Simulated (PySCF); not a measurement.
## N$_{2}$H$_{5}$: a changed input and its effect

System: N$_{2}$H$_{5}$, charge +1.
Method of run 1: GIAO PBE0/pcSseg-1 NMR shielding, non-relativistic, gas phase (PySCF 2.14.0).

The geometry comes from this level: GFN2-xTB, MD frame at 250 fs, 300 K. Text and figures count atoms from 1; the logs count them from 0 in places.

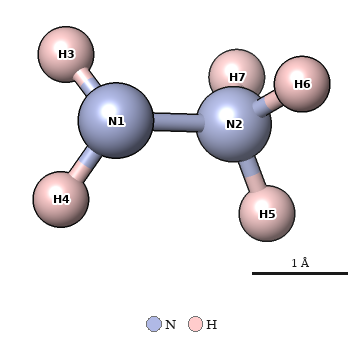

**Figure 1.** The input geometry (ball-and-stick view, seen at a tilt; atoms are numbered from 1 in the order of the input).

The input, run 1:
```
{"job": {"kind": "nmr", "xc": "PBE0", "basis": "pcSseg-1", "pop": false}, "charge": 1, "multiplicity": 1}
N      0.059900    -0.106500     0.486400
N     -1.258600    -0.520800     0.296300
H      0.517400    -0.786100     0.990200
H      0.611900    -0.078700    -0.379700
H     -1.640300    -0.409900    -0.662800
H     -1.884600     0.021900     0.925300
H     -1.417500    -1.462300     0.494100
```

The first line tells a small driver script what to run in PySCF; the rest is the geometry in Å.

Command:
```bash
OMP_NUM_THREADS=1 python <driver script> task.json out
```

Hardware: 1 CPU thread, shared host.

Output (run 1):
```
coarse grid: 5224 points
cycle   1  E = -112.0225692056  dE =  5.280e-01  |g| = 3.306e-01  |ddm| = 2.040e+00
cycle   2  E = -112.0247919781  dE = -2.223e-03  |g| = 3.511e-01  |ddm| = 4.525e-01
cycle   3  E = -112.0478645859  dE = -2.307e-02  |g| = 4.787e-02  |ddm| = 1.955e-01
cycle   4  E = -112.0482549358  dE = -3.903e-04  |g| = 5.186e-03  |ddm| = 2.601e-02
cycle   5  E = -112.0482593834  dE = -4.448e-06  |g| = 8.330e-04  |ddm| = 3.458e-03
final grid: 48848 points
cycle   6  E = -112.0529638585  dE = -1.162e-05  |g| = 7.602e-03  |ddm| = 1.174e-02
cycle   7  E = -112.0529600501  dE =  3.808e-06  |g| = 8.808e-03  |ddm| = 8.834e-03
cycle   8  E = -112.0529754271  dE = -1.538e-05  |g| = 2.071e-04  |ddm| = 4.784e-03
cycle   9  E = -112.0529754338  dE = -6.709e-09  |g| = 6.791e-05  |ddm| = 1.435e-04
cycle  10  E = -112.0529754345  dE = -6.999e-10  |g| = 3.392e-05  |ddm| = 5.395e-05
cycle  11  E = -112.0529754347  dE = -2.174e-10  |g| = 1.464e-06  |ddm| = 1.754e-05
converged SCF energy = -112.0529754347

GIAO shielding tensors (ppm)
atom      isotropic    diamagn.    paramagn.     s11        s22        s33       span
  0 N      212.141     311.739     -99.598    169.709    188.774    277.940    108.231
  1 N      203.146     309.499    -106.354    176.814    197.130    235.493     58.679
  2 H       29.595      31.677      -2.083     22.842     26.385     39.556     16.714
  3 H       27.316      29.337      -2.021     21.310     23.846     36.793     15.483
  4 H       25.392      25.575      -0.183     19.490     21.543     35.142     15.652
  5 H       24.838      24.098       0.740     17.635     21.412     35.466     17.831
  6 H       27.314      27.232       0.082     20.155     23.942     37.846     17.691
```

The input of run 2 differs as follows (lines with − go, lines with + come):
```diff
-N      0.059900    -0.106500     0.486400
-N     -1.258600    -0.520800     0.296300
-H      0.517400    -0.786100     0.990200
-H      0.611900    -0.078700    -0.379700
-H     -1.640300    -0.409900    -0.662800
-H     -1.884600     0.021900     0.925300
-H     -1.417500    -1.462300     0.494100
+N     -1.063300    -0.168000    -0.584000
+N     -1.895900     0.409400     0.421800
+H     -0.432900    -0.797100    -0.155700
+H     -1.667000    -0.562600    -1.264200
+H     -2.389300     1.242800     0.109100
+H     -1.288300     0.787200     1.171900
+H     -2.594000    -0.267300     0.862700
```

Predict how the results change.

With the same method and basis, run 2 lies 4.9 kcal/mol lower. The HOMO goes from −14.49 to −14.34 eV. The LUMO goes from −5.40 to −5.53 eV. Of all shieldings, the largest change is that of N1, by −22.6 ppm. The number of SCF iterations is the same.

Output (run 2):
```
coarse grid: 5224 points
cycle   1  E = -112.0292452986  dE =  4.383e-01  |g| = 3.394e-01  |ddm| = 2.014e+00
cycle   2  E = -112.0264073381  dE =  2.838e-03  |g| = 3.975e-01  |ddm| = 4.738e-01
cycle   3  E = -112.0565128131  dE = -3.011e-02  |g| = 4.284e-02  |ddm| = 2.138e-01
cycle   4  E = -112.0568276093  dE = -3.148e-04  |g| = 5.655e-03  |ddm| = 2.506e-02
cycle   5  E = -112.0568329705  dE = -5.361e-06  |g| = 9.949e-04  |ddm| = 3.804e-03
final grid: 48848 points
cycle   6  E = -112.0608203586  dE = -1.241e-05  |g| = 7.736e-03  |ddm| = 1.166e-02
cycle   7  E = -112.0608164399  dE =  3.919e-06  |g| = 8.977e-03  |ddm| = 8.968e-03
cycle   8  E = -112.0608325105  dE = -1.607e-05  |g| = 2.777e-04  |ddm| = 4.788e-03
cycle   9  E = -112.0608325214  dE = -1.085e-08  |g| = 1.284e-04  |ddm| = 2.016e-04
cycle  10  E = -112.0608325244  dE = -3.049e-09  |g| = 2.895e-05  |ddm| = 7.836e-05
cycle  11  E = -112.0608325246  dE = -1.690e-10  |g| = 1.575e-06  |ddm| = 1.785e-05
converged SCF energy = -112.0608325246

GIAO shielding tensors (ppm)
atom      isotropic    diamagn.    paramagn.     s11        s22        s33       span
  0 N      189.517     313.035    -123.518    141.037    162.861    264.654    123.618
  1 N      192.208     311.279    -119.071    170.932    181.246    224.446     53.513
  2 H       27.695      31.535      -3.841     22.139     24.816     36.129     13.990
  3 H       27.787      29.715      -1.927     21.839     25.174     36.348     14.509
  4 H       25.838      24.496       1.342     20.088     21.827     35.600     15.512
  5 H       25.365      27.665      -2.300     19.581     21.767     34.746     15.164
  6 H       24.151      22.465       1.685     17.067     21.012     34.373     17.307
```

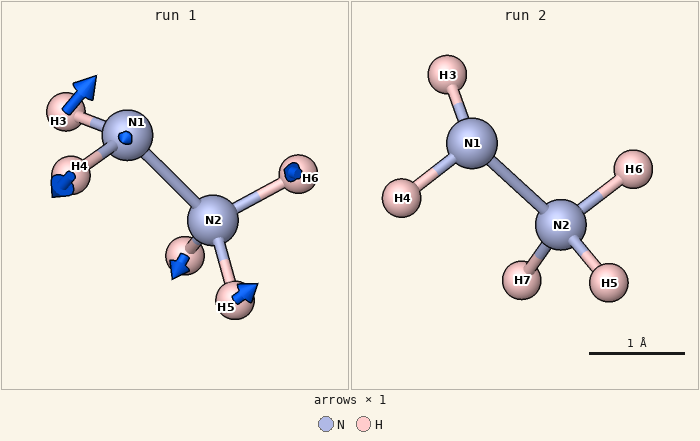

**Figure 2.** The two input geometries at one scale (ball-and-stick view, seen at a tilt). The blue arrows on the first give the shifts of the atoms after the best rigid fit, at true length. The atom that moves furthest after the best rigid fit is H3 (0.53 Å). Largest moves by element: H 0.53 Å, N 0.15 Å. Among the contacts that change: N2–H7 0.975 → 1.068 Å, N1–H4 1.027 → 0.991 Å, N1–N2 1.395 → 1.428 Å, N1–H3 0.962 → 0.988 Å.

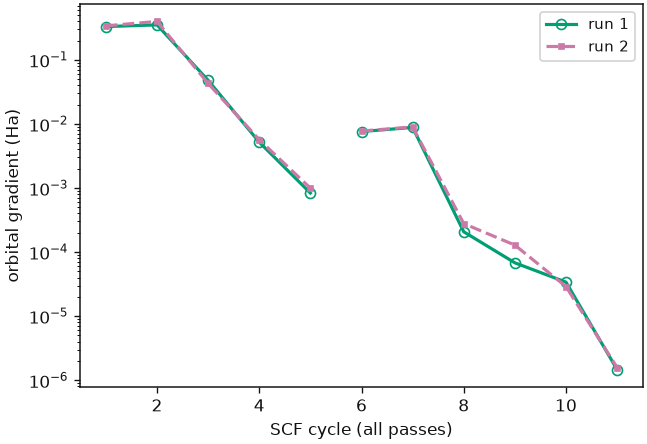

**Figure 3.** Convergence of the two runs: orbital gradient against the SCF cycle. A break in a curve parts two SCF passes (coarse and final grid). Run 1 takes 11 cycles in all, and run 2 takes 11.

The two runs side by side:

```csv
quantity,run 1,run 2
outcome,converged,converged
total energy (hartree),−112.052975,−112.060833
HOMO (eV),−14.49,−14.34
LUMO (eV),−5.40,−5.53
shielding of N1 (ppm),212.1,189.5
shielding of N2 (ppm),203.1,192.2
shielding of H3 (ppm),29.6,27.7
shielding of H4 (ppm),27.3,27.8
shielding of H5 (ppm),25.4,25.8
shielding of H6 (ppm),24.8,25.4
shielding of H7 (ppm),27.3,24.2
SCF iterations,11,11
basis functions,59,59
wall time (shared host),1.4 s,1.1 s
```
